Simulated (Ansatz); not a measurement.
# BNH3 (doublet): PBE, r2SCAN over a scan of the distance B1–N2, cc-pVDZ, part 2 of 2

Ansatz 0.2.0, Gaussian basis; cc-pVDZ, all electrons in the functionals. The steps go on from the part before.

## Step 14: r2SCAN, 1.253 Å

Input file in.yaml:

```yaml
crystal:
  periodic: [false, false, false]
  atoms:
    - {symbol: B, position_ang: [0.000000, -0.167255, 0.718068]}
    - {symbol: N, position_ang: [0.000000, 0.058167, -0.514488]}
    - {symbol: H, position_ang: [0.000000, 0.670367, 1.570787]}
    - {symbol: H, position_ang: [0.000000, 0.986486, -0.914700]}
    - {symbol: H, position_ang: [0.000000, -0.671223, -1.208446]}
basis:
  gaussian: {orbitals: cc-pVDZ}
magnetization: {spin_polarized: true, initial_magnetization: 1}
hamiltonian: {xc: {name: r2SCAN}}
```

Command:

```console
> ansatz run in.yaml --threads 1 --pin off --events-out ev --progress --plain --max-ram 2393MiB
```

Output:

```text
Functional definition: r2SCAN
  name "r2SCAN"
  cite "Furness, Kaplan, Ning, Perdew & Sun, J. Phys. Chem. Lett. 11, 8208 (2020) doi:10.1021/acs.jpclett.0c02405"
  cite "Furness, Kaplan, Ning, Perdew & Sun, J. Phys. Chem. Lett. 11, 9248 (2020) doi:10.1021/acs.jpclett.0c03077"
  parent r2scan
  parameter k0 = 0.174
  parameter k1 = 0.065
  parameter a1 = 4.9479
  exchange = r2scan_x(k0 = k0, k1 = k1, a1 = a1)
  correlation = r2scan_c
526 factors; their error is unknown
mean field evaluation 1: about -2206.5882 eV, gradient 3.7e1 eV
mean field evaluation 2: about -2198.7392 eV, gradient 5.4e1 eV
mean field evaluation 4: about -2212.2823 eV, gradient 1.8e0 eV
mean field evaluation 8: about -2212.3040 eV, gradient 4.7e-2 eV
mean field evaluation 16: about -2212.2821 eV, gradient 1.2e-5 eV
mean field -2212.28214358 eV, -81.2998692377 hartree, gradient 1.2e-5 eV, S^2 0.753824; 0 other end points of the search recorded, 0 dependent functions left out
reference -2212.28215276 eV, -81.2998695752 hartree; 8, 7 occupied and 35, 36 virtual orbitals, 526 factors
Total energy: -2212.28215276 eV, -81.2998695752 hartree
```

It took 1.6 s on 1 thread of Intel Xeon Platinum 8259CL at 2.50GHz, shared host.

From the report: ⟨S²⟩ of the determinant 0.754 (pure doublet: 0.75).

## Step 15: r2SCAN, 1.374 Å

Input file in.yaml:

```yaml
crystal:
  periodic: [false, false, false]
  atoms:
    - {symbol: B, position_ang: [0.000000, -0.179775, 0.786527]}
    - {symbol: N, position_ang: [0.000000, 0.067403, -0.564987]}
    - {symbol: H, position_ang: [0.000000, 0.657847, 1.639246]}
    - {symbol: H, position_ang: [0.000000, 0.995722, -0.965199]}
    - {symbol: H, position_ang: [0.000000, -0.661987, -1.258945]}
basis:
  gaussian: {orbitals: cc-pVDZ}
magnetization: {spin_polarized: true, initial_magnetization: 1}
hamiltonian: {xc: {name: r2SCAN}}
output: {forces: true}
```

The command is unchanged.

Output, shortened:

```text
Functional definition: r2SCAN
  name "r2SCAN"
  cite "Furness, Kaplan, Ning, Perdew & Sun, J. Phys. Chem. Lett. 11, 8208 (2020) doi:10.1021/acs.jpclett.0c02405"
  cite "Furness, Kaplan, Ning, Perdew & Sun, J. Phys. Chem. Lett. 11, 9248 (2020) doi:10.1021/acs.jpclett.0c03077"
  parent r2scan
[...]
526 factors; their error is unknown
[...]
mean field -2212.74886508 eV, -81.3170209366 hartree, gradient 1.4e-5 eV, S^2 0.754380; 0 other end points of the search recorded, 0 dependent functions left out
[...]
reference -2212.74887429 eV, -81.3170212752 hartree; 8, 7 occupied and 35, 36 virtual orbitals, 526 factors
Total energy: -2212.74887429 eV, -81.3170212752 hartree
Atom 0 at     0.000000    -0.179775     0.786527 Å, force     0.000000    -0.283645     0.126199 eV/Å
Atom 1 at     0.000000     0.067403    -0.564987 Å, force    -0.000000    -0.023550     0.133474 eV/Å
Atom 2 at     0.000000     0.657847     1.639246 Å, force    -0.000000     0.211207     0.189535 eV/Å
Atom 3 at     0.000000     0.995722    -0.965199 Å, force     0.000000     0.332294    -0.178055 eV/Å
Atom 4 at     0.000000    -0.661987    -1.258945 Å, force     0.000000    -0.236306    -0.271151 eV/Å
Dipole moment:     0.000000     0.162025    -0.484656 e Å
```

It took 1.8 s on 1 thread of Intel Xeon Platinum 8259CL at 2.50GHz, shared host.

From the report: ⟨S²⟩ of the determinant 0.754 (pure doublet: 0.75).

## Step 16: r2SCAN, 1.532 Å

Input file in.yaml:

```yaml
crystal:
  periodic: [false, false, false]
  atoms:
    - {symbol: B, position_ang: [0.000000, -0.196141, 0.876010]}
    - {symbol: N, position_ang: [0.000000, 0.079475, -0.630993]}
    - {symbol: H, position_ang: [0.000000, 0.641481, 1.728729]}
    - {symbol: H, position_ang: [0.000000, 1.007794, -1.031205]}
    - {symbol: H, position_ang: [0.000000, -0.649915, -1.324951]}
basis:
  gaussian: {orbitals: cc-pVDZ}
magnetization: {spin_polarized: true, initial_magnetization: 1}
hamiltonian: {xc: {name: r2SCAN}}
output: {forces: true}
```

The command is unchanged.

Output, shortened:

```text
Functional definition: r2SCAN
  name "r2SCAN"
  cite "Furness, Kaplan, Ning, Perdew & Sun, J. Phys. Chem. Lett. 11, 8208 (2020) doi:10.1021/acs.jpclett.0c02405"
  cite "Furness, Kaplan, Ning, Perdew & Sun, J. Phys. Chem. Lett. 11, 9248 (2020) doi:10.1021/acs.jpclett.0c03077"
  parent r2scan
[...]
526 factors; their error is unknown
[...]
mean field -2212.36377669 eV, -81.3028691993 hartree, gradient 3.3e-5 eV, S^2 0.755751; 0 other end points of the search recorded, 0 dependent functions left out
[...]
reference -2212.36378591 eV, -81.3028695382 hartree; 8, 7 occupied and 35, 36 virtual orbitals, 526 factors
Total energy: -2212.36378591 eV, -81.3028695382 hartree
Atom 0 at     0.000000    -0.196141     0.876010 Å, force    -0.000000     0.364430    -4.483185 eV/Å
Atom 1 at     0.000000     0.079475    -0.630993 Å, force     0.000000    -0.629058     4.503329 eV/Å
Atom 2 at     0.000000     0.641481     1.728729 Å, force    -0.000000     0.291541     0.076240 eV/Å
Atom 3 at     0.000000     1.007794    -1.031205 Å, force    -0.000000     0.287476    -0.005136 eV/Å
Atom 4 at     0.000000    -0.649915    -1.324951 Å, force    -0.000000    -0.314390    -0.091248 eV/Å
Dipole moment:    -0.000000     0.154018    -0.390947 e Å
```

Wall time 1.7 s (1 thread of Intel Xeon Platinum 8259CL at 2.50GHz, shared host).

From the report: ⟨S²⟩ of the determinant 0.756 (pure doublet: 0.75).

From 1.374 Å: +0.385 eV.

## Step 17: r2SCAN, 1.696 Å

Input file in.yaml:

```yaml
crystal:
  periodic: [false, false, false]
  atoms:
    - {symbol: B, position_ang: [0.000000, -0.213120, 0.968851]}
    - {symbol: N, position_ang: [0.000000, 0.092000, -0.699477]}
    - {symbol: H, position_ang: [0.000000, 0.624502, 1.821570]}
    - {symbol: H, position_ang: [0.000000, 1.020319, -1.099689]}
    - {symbol: H, position_ang: [0.000000, -0.637390, -1.393435]}
basis:
  gaussian: {orbitals: cc-pVDZ}
magnetization: {spin_polarized: true, initial_magnetization: 1}
hamiltonian: {xc: {name: r2SCAN}}
```

The command is unchanged.

Output:

```text
Functional definition: r2SCAN
  name "r2SCAN"
  cite "Furness, Kaplan, Ning, Perdew & Sun, J. Phys. Chem. Lett. 11, 8208 (2020) doi:10.1021/acs.jpclett.0c02405"
  cite "Furness, Kaplan, Ning, Perdew & Sun, J. Phys. Chem. Lett. 11, 9248 (2020) doi:10.1021/acs.jpclett.0c03077"
  parent r2scan
  parameter k0 = 0.174
  parameter k1 = 0.065
  parameter a1 = 4.9479
  exchange = r2scan_x(k0 = k0, k1 = k1, a1 = a1)
  correlation = r2scan_c
526 factors; their error is unknown
mean field evaluation 1: about -2206.1975 eV, gradient 3.6e1 eV
mean field evaluation 2: about -2173.9301 eV, gradient 7.7e1 eV
mean field evaluation 4: about -2211.4449 eV, gradient 2.7e0 eV
mean field evaluation 8: about -2211.4668 eV, gradient 3.7e-2 eV
mean field evaluation 16: about -2211.4668 eV, gradient 6.2e-5 eV
mean field -2211.46683952 eV, -81.2699073664 hartree, gradient 6.2e-5 eV, S^2 0.758543; 0 other end points of the search recorded, 0 dependent functions left out
reference -2211.46684877 eV, -81.2699077063 hartree; 8, 7 occupied and 35, 36 virtual orbitals, 526 factors
Total energy: -2211.46684877 eV, -81.2699077063 hartree
```

It took 1.5 s on 1 thread of Intel Xeon Platinum 8259CL at 2.50GHz, shared host.

From the report: ⟨S²⟩ of the determinant 0.759 (pure doublet: 0.75).

From 1.374 Å: +1.282 eV.

## Step 18: r2SCAN, 1.926 Å

Input file in.yaml:

```yaml
crystal:
  periodic: [false, false, false]
  atoms:
    - {symbol: B, position_ang: [0.000000, -0.236933, 1.099055]}
    - {symbol: N, position_ang: [0.000000, 0.109565, -0.795521]}
    - {symbol: H, position_ang: [0.000000, 0.600689, 1.951774]}
    - {symbol: H, position_ang: [0.000000, 1.037884, -1.195733]}
    - {symbol: H, position_ang: [0.000000, -0.619825, -1.489479]}
basis:
  gaussian: {orbitals: cc-pVDZ}
magnetization: {spin_polarized: true, initial_magnetization: 1}
hamiltonian: {xc: {name: r2SCAN}}
output: {forces: true}
```

Launched as before.

Output, shortened:

```text
Functional definition: r2SCAN
  name "r2SCAN"
  cite "Furness, Kaplan, Ning, Perdew & Sun, J. Phys. Chem. Lett. 11, 8208 (2020) doi:10.1021/acs.jpclett.0c02405"
  cite "Furness, Kaplan, Ning, Perdew & Sun, J. Phys. Chem. Lett. 11, 9248 (2020) doi:10.1021/acs.jpclett.0c03077"
  parent r2scan
[...]
526 factors; their error is unknown
[...]
mean field -2210.02588037 eV, -81.2169530942 hartree, gradient 2.5e-5 eV, S^2 0.770435; 2 other end points of the search recorded, 0 dependent functions left out
[...]
reference -2210.02588974 eV, -81.2169534385 hartree; 8, 7 occupied and 35, 36 virtual orbitals, 526 factors
Total energy: -2210.02588974 eV, -81.2169534385 hartree
Atom 0 at     0.000000    -0.236933     1.099055 Å, force    -0.000000     0.312266    -6.035742 eV/Å
Atom 1 at     0.000000     0.109565    -0.795521 Å, force    -0.000000    -0.625906     5.906428 eV/Å
Atom 2 at     0.000000     0.600689     1.951774 Å, force     0.000000     0.494197    -0.058049 eV/Å
Atom 3 at     0.000000     1.037884    -1.195733 Å, force    -0.000000     0.318738     0.146010 eV/Å
Atom 4 at     0.000000    -0.619825    -1.489479 Å, force     0.000000    -0.499295     0.041353 eV/Å
Dipole moment:     0.000000     0.126337    -0.134549 e Å
```

Wall time 2.1 s (1 thread of Intel Xeon Platinum 8259CL at 2.50GHz, shared host).

From the report: ⟨S²⟩ of the determinant 0.770 (pure doublet: 0.75).

From 1.374 Å: +2.723 eV.

## Step 19: r2SCAN, 2.244 Å

Input file in.yaml:

```yaml
crystal:
  periodic: [false, false, false]
  atoms:
    - {symbol: B, position_ang: [0.000000, -0.269857, 1.279075]}
    - {symbol: N, position_ang: [0.000000, 0.133851, -0.928311]}
    - {symbol: H, position_ang: [0.000000, 0.567765, 2.131794]}
    - {symbol: H, position_ang: [0.000000, 1.062170, -1.328523]}
    - {symbol: H, position_ang: [0.000000, -0.595539, -1.622269]}
basis:
  gaussian: {orbitals: cc-pVDZ}
magnetization: {spin_polarized: true, initial_magnetization: 1}
hamiltonian: {xc: {name: r2SCAN}}
```

The command is unchanged.

Output:

```text
Functional definition: r2SCAN
  name "r2SCAN"
  cite "Furness, Kaplan, Ning, Perdew & Sun, J. Phys. Chem. Lett. 11, 8208 (2020) doi:10.1021/acs.jpclett.0c02405"
  cite "Furness, Kaplan, Ning, Perdew & Sun, J. Phys. Chem. Lett. 11, 9248 (2020) doi:10.1021/acs.jpclett.0c03077"
  parent r2scan
  parameter k0 = 0.174
  parameter k1 = 0.065
  parameter a1 = 4.9479
  exchange = r2scan_x(k0 = k0, k1 = k1, a1 = a1)
  correlation = r2scan_c
526 factors; their error is unknown
mean field evaluation 1: about -2198.9177 eV, gradient 4.3e1 eV
mean field evaluation 2: about -2065.0431 eV, gradient 1.1e2 eV
mean field evaluation 4: about -2203.4955 eV, gradient 2.7e1 eV
mean field evaluation 8: about -2208.3059 eV, gradient 5.1e-1 eV
mean field evaluation 16: about -2208.2852 eV, gradient 2.0e-3 eV
mean field evaluation 32: about -2208.2852 eV, gradient 4.2e-3 eV
mean field -2208.28524156 eV, -81.1529857980 hartree, gradient 5.7e-6 eV, S^2 0.921448; 4 other end points of the search recorded, 0 dependent functions left out
reference -2208.28525124 eV, -81.1529861535 hartree; 8, 7 occupied and 35, 36 virtual orbitals, 526 factors
Total energy: -2208.28525124 eV, -81.1529861535 hartree
```

Wall time 2.9 s (1 thread of Intel Xeon Platinum 8259CL at 2.50GHz, shared host).

From the report: ⟨S²⟩ of the determinant 0.921 (pure doublet: 0.75).

From 1.374 Å: +4.464 eV.

## Step 20: r2SCAN, 2.523 Å

Input file in.yaml:

```yaml
crystal:
  periodic: [false, false, false]
  atoms:
    - {symbol: B, position_ang: [0.000000, -0.298743, 1.437018]}
    - {symbol: N, position_ang: [0.000000, 0.155159, -1.044817]}
    - {symbol: H, position_ang: [0.000000, 0.538879, 2.289737]}
    - {symbol: H, position_ang: [0.000000, 1.083478, -1.445029]}
    - {symbol: H, position_ang: [0.000000, -0.574231, -1.738775]}
basis:
  gaussian: {orbitals: cc-pVDZ}
magnetization: {spin_polarized: true, initial_magnetization: 1}
hamiltonian: {xc: {name: r2SCAN}}
output: {forces: true}
```

Launched as before.

Output, shortened:

```text
Functional definition: r2SCAN
  name "r2SCAN"
  cite "Furness, Kaplan, Ning, Perdew & Sun, J. Phys. Chem. Lett. 11, 8208 (2020) doi:10.1021/acs.jpclett.0c02405"
  cite "Furness, Kaplan, Ning, Perdew & Sun, J. Phys. Chem. Lett. 11, 9248 (2020) doi:10.1021/acs.jpclett.0c03077"
  parent r2scan
[...]
526 factors; their error is unknown
[...]
mean field -2207.26135972 eV, -81.1153588343 hartree, gradient 1.4e-5 eV, S^2 1.284427; 9 other end points of the search recorded, 0 dependent functions left out
[...]
reference -2207.26136964 eV, -81.1153591988 hartree; 8, 7 occupied and 35, 36 virtual orbitals, 526 factors
Total energy: -2207.26136964 eV, -81.1153591988 hartree
Atom 0 at     0.000000    -0.298743     1.437018 Å, force     0.000000    -0.342845    -2.661824 eV/Å
Atom 1 at     0.000000     0.155159    -1.044817 Å, force     0.000000    -0.183222     3.625416 eV/Å
Atom 2 at     0.000000     0.538879     2.289737 Å, force    -0.000000     0.571163    -0.053500 eV/Å
Atom 3 at     0.000000     1.083478    -1.445029 Å, force    -0.000000     0.404326    -0.390745 eV/Å
Atom 4 at     0.000000    -0.574231    -1.738775 Å, force     0.000000    -0.449421    -0.519348 eV/Å
Dipole moment:    -0.000000     0.112813    -0.142978 e Å
```

Run time: 7.5 s. Hardware: 1 thread of Intel Xeon Platinum 8259CL at 2.50GHz, shared host.

From the report: ⟨S²⟩ of the determinant 1.284 (pure doublet: 0.75). The determinant is far from a pure spin state, so its energy mixes those of several spin states (harmless only where they are near-degenerate, as at dissociation).

From 1.374 Å: +5.488 eV.

## Step 21: r2SCAN, 3.021 Å

Input file in.yaml:

```yaml
crystal:
  periodic: [false, false, false]
  atoms:
    - {symbol: B, position_ang: [0.000000, -0.350303, 1.718937]}
    - {symbol: N, position_ang: [0.000000, 0.193192, -1.252772]}
    - {symbol: H, position_ang: [0.000000, 0.487319, 2.571656]}
    - {symbol: H, position_ang: [0.000000, 1.121511, -1.652984]}
    - {symbol: H, position_ang: [0.000000, -0.536198, -1.946730]}
basis:
  gaussian: {orbitals: cc-pVDZ}
magnetization: {spin_polarized: true, initial_magnetization: 1}
hamiltonian: {xc: {name: r2SCAN}}
output: {forces: true}
```

Launched as before.

Output, shortened:

```text
Functional definition: r2SCAN
  name "r2SCAN"
  cite "Furness, Kaplan, Ning, Perdew & Sun, J. Phys. Chem. Lett. 11, 8208 (2020) doi:10.1021/acs.jpclett.0c02405"
  cite "Furness, Kaplan, Ning, Perdew & Sun, J. Phys. Chem. Lett. 11, 9248 (2020) doi:10.1021/acs.jpclett.0c03077"
  parent r2scan
[...]
526 factors; their error is unknown
[...]
mean field -2206.98338302 eV, -81.1051433790 hartree, gradient 7.1e-6 eV, S^2 1.250922; 8 other end points of the search recorded, 0 dependent functions left out
[...]
reference -2206.98339372 eV, -81.1051437720 hartree; 8, 7 occupied and 35, 36 virtual orbitals, 526 factors
WARN: the results are in doubt because the forces break the atoms' symmetry
Total energy: -2206.98339372 eV, -81.1051437720 hartree
Atom 0 at     0.000000    -0.350303     1.718937 Å, force     0.039190    -1.307198    -0.730334 eV/Å
Atom 1 at     0.000000     0.193192    -1.252772 Å, force    -0.147978     0.020558     2.263002 eV/Å
Atom 2 at     0.000000     0.487319     2.571656 Å, force    -0.013558     1.120022     0.595474 eV/Å
Atom 3 at     0.000000     1.121511    -1.652984 Å, force     0.069087     0.482662    -1.025114 eV/Å
Atom 4 at     0.000000    -0.536198    -1.946730 Å, force     0.053259    -0.316044    -1.103029 eV/Å
Dipole moment:     0.000224     0.289847    -0.416500 e Å
In doubt: the forces break the atoms' symmetry
```

It took 8.5 s on 1 thread of Intel Xeon Platinum 8259CL at 2.50GHz, shared host.

From the report: ⟨S²⟩ of the determinant 1.251 (pure doublet: 0.75). The determinant is far from a pure spin state, so its energy mixes those of several spin states (harmless only where they are near-degenerate, as at dissociation). Mind the lines of doubt at the end of the log.

From 1.374 Å: +5.765 eV.

## Step 22: r2SCAN, 3.709 Å

Input file in.yaml:

```yaml
crystal:
  periodic: [false, false, false]
  atoms:
    - {symbol: B, position_ang: [0.000000, -0.421535, 2.108415]}
    - {symbol: N, position_ang: [0.000000, 0.245735, -1.540068]}
    - {symbol: H, position_ang: [0.000000, 0.416087, 2.961134]}
    - {symbol: H, position_ang: [0.000000, 1.174054, -1.940280]}
    - {symbol: H, position_ang: [0.000000, -0.483655, -2.234026]}
basis:
  gaussian: {orbitals: cc-pVDZ}
magnetization: {spin_polarized: true, initial_magnetization: 1}
hamiltonian: {xc: {name: r2SCAN}}
```

The command is unchanged.

Output, shortened:

```text
Functional definition: r2SCAN
  name "r2SCAN"
  cite "Furness, Kaplan, Ning, Perdew & Sun, J. Phys. Chem. Lett. 11, 8208 (2020) doi:10.1021/acs.jpclett.0c02405"
  cite "Furness, Kaplan, Ning, Perdew & Sun, J. Phys. Chem. Lett. 11, 9248 (2020) doi:10.1021/acs.jpclett.0c03077"
  parent r2scan
[...]
526 factors; their error is unknown
[...]
mean field -2206.93726801 eV, -81.1034486835 hartree, gradient 9.3e-6 eV, S^2 1.193416; 7 other end points of the search recorded, 0 dependent functions left out
reference -2206.93727928 eV, -81.1034490977 hartree; 8, 7 occupied and 35, 36 virtual orbitals, 526 factors
Total energy: -2206.93727928 eV, -81.1034490977 hartree
```

Run time: 11 s. Hardware: 1 thread of Intel Xeon Platinum 8259CL at 2.50GHz, shared host.

From the report: ⟨S²⟩ of the determinant 1.193 (pure doublet: 0.75).

From 1.374 Å: +5.812 eV.

## Step 23: r2SCAN, 4.746 Å

Input file in.yaml:

```yaml
crystal:
  periodic: [false, false, false]
  atoms:
    - {symbol: B, position_ang: [0.000000, -0.528900, 2.695464]}
    - {symbol: N, position_ang: [0.000000, 0.324932, -1.973100]}
    - {symbol: H, position_ang: [0.000000, 0.308722, 3.548183]}
    - {symbol: H, position_ang: [0.000000, 1.253251, -2.373312]}
    - {symbol: H, position_ang: [0.000000, -0.404458, -2.667058]}
basis:
  gaussian: {orbitals: cc-pVDZ}
magnetization: {spin_polarized: true, initial_magnetization: 1}
hamiltonian: {xc: {name: r2SCAN}}
output: {forces: true}
```

Same command.

Output, shortened:

```text
Functional definition: r2SCAN
  name "r2SCAN"
  cite "Furness, Kaplan, Ning, Perdew & Sun, J. Phys. Chem. Lett. 11, 8208 (2020) doi:10.1021/acs.jpclett.0c02405"
  cite "Furness, Kaplan, Ning, Perdew & Sun, J. Phys. Chem. Lett. 11, 9248 (2020) doi:10.1021/acs.jpclett.0c03077"
  parent r2scan
[...]
526 factors; their error is unknown
[...]
mean field -2206.90729992 eV, -81.1023473765 hartree, gradient 1.7e-6 eV, S^2 1.170454; 13 other end points of the search recorded, 0 dependent functions left out
[...]
reference -2206.90731196 eV, -81.1023478189 hartree; 8, 7 occupied and 35, 36 virtual orbitals, 526 factors
Total energy: -2206.90731196 eV, -81.1023478189 hartree
Atom 0 at     0.000000    -0.528900     2.695464 Å, force     0.000040    -0.853012    -0.804241 eV/Å
Atom 1 at     0.000000     0.324932    -1.973100 Å, force     0.000322    -0.226805     2.338875 eV/Å
Atom 2 at     0.000000     0.308722     3.548183 Å, force    -0.000065     0.838321     0.791797 eV/Å
Atom 3 at     0.000000     1.253251    -2.373312 Å, force    -0.000111     0.441572    -1.063116 eV/Å
Atom 4 at     0.000000    -0.404458    -2.667058 Å, force    -0.000186    -0.200076    -1.263315 eV/Å
Dipole moment:    -0.000036     0.251630    -0.197426 e Å
```

Wall time 22 s (1 thread of Intel Xeon Platinum 8259CL at 2.50GHz, shared host).

From the report: ⟨S²⟩ of the determinant 1.170 (pure doublet: 0.75).

From 1.374 Å: +5.842 eV.

## Step 24: Against the wave-function levels

The yardstick is UCCSDT(Q), where the cluster series has nearly closed. It and the other wave-function rows come from earlier runs at the same points. Energies in eV, counted from 1.374 Å; blanks weren't run or aren't comparable.

```tsv
level	1.118 Å	1.253 Å	1.374 Å	1.532 Å	1.696 Å	1.926 Å	2.244 Å	2.523 Å	3.021 Å	3.709 Å	4.746 Å
UCCSDT(Q)	2.839	0.543	0.000	0.328	1.197	2.620		5.281	5.152	5.103	5.109
PBE	2.655	0.486	0.000	0.353	1.216	2.607	4.295	5.360	5.878	5.941	5.984
r2SCAN	2.627	0.467	0.000	0.385	1.282	2.723	4.464	5.488	5.765	5.812	5.842
RHF	2.710	0.478	0.000	0.416	1.379	2.949	4.941	5.085	4.858	4.756	4.736
UHF	2.701	0.475	0.000	0.419	1.384	2.956			4.507	4.465	4.469
RMP2	2.795	0.521	0.000	0.363	1.278	2.793	4.718	5.816	5.682	5.625	5.626
UMP2	2.798	0.522	0.000	0.360	1.273	2.787	4.962	5.937	5.813	5.758	5.759
RCCSD	2.813	0.529	0.000	0.352	1.253	2.741	4.615	5.240	5.084	5.022	5.024
RCCSD(T)	2.833	0.539	0.000	0.335	1.213	2.662	4.462	5.287	5.151	5.099	5.105
UCCSD(T)	2.833	0.539	0.000	0.335	1.213	2.662	4.478	5.290	5.154	5.102	5.107
RCCSDT(Q)	2.838	0.542	0.000	0.329	1.200	2.630	4.364	5.280	5.151	5.102	5.108
```

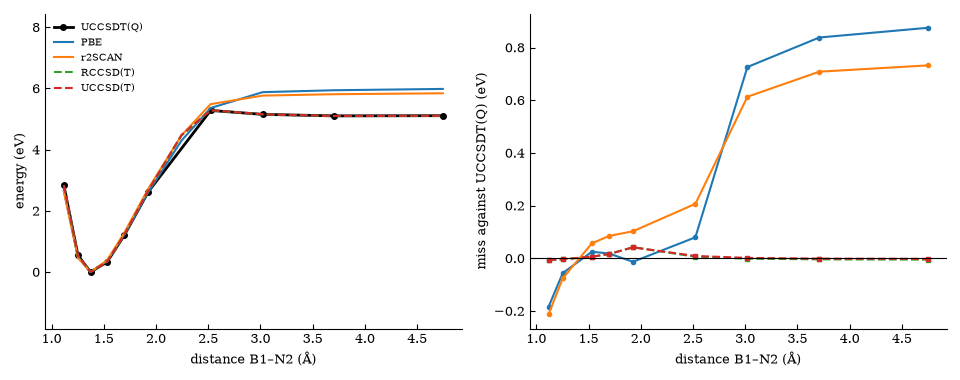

Left: the curves (the axis may cut off levels that run far away). Right: misses against UCCSDT(Q), in the same colours.

Largest miss and mean time a point (UCCSDT(Q) took 45 s a point; shared hosts):

```tsv
level	largest miss (eV)	where	time a point
PBE	+0.875	4.746 Å	2.8 s
r2SCAN	+0.732	4.746 Å	5.6 s
RHF	-0.373	4.746 Å	
UHF	-0.645	3.021 Å	
RMP2	+0.535	2.523 Å	
UMP2	+0.660	3.021 Å	
RCCSD	+0.121	1.926 Å	
RCCSD(T)	+0.042	1.926 Å	5.1 s
UCCSD(T)	+0.042	1.926 Å	9.5 s
RCCSDT(Q)	+0.010	1.926 Å	40 s
```

## Step 25: Outcome

This closing draws on all 2 parts.

```
                                              quantity                value
span of the UCCSDT(Q) curve (points where it is known)             5.281 eV
                                     largest miss, PBE  +0.875 eV (4.746 Å)
                                  largest miss, r2SCAN  +0.732 eV (4.746 Å)
                                largest miss, RCCSD(T)  +0.042 eV (1.926 Å)
                                largest miss, UCCSD(T)  +0.042 eV (1.926 Å)
```

Misses are known at 9 of 10 points at best, and only functionals with that many are ranked. Of the functionals, r2SCAN keep the smallest largest miss at the points compared (at most 0.732 eV) and PBE strays most (0.875 eV, at 4.746 Å). PBE, r2SCAN clearly break the spin symmetry at some points (⟨S²⟩ up to 0.53 above the pure value), so energy there is bought with a mixed spin. Functionals and the yardstick converge differently with the basis, so part of each miss in cc-pVDZ is the basis.
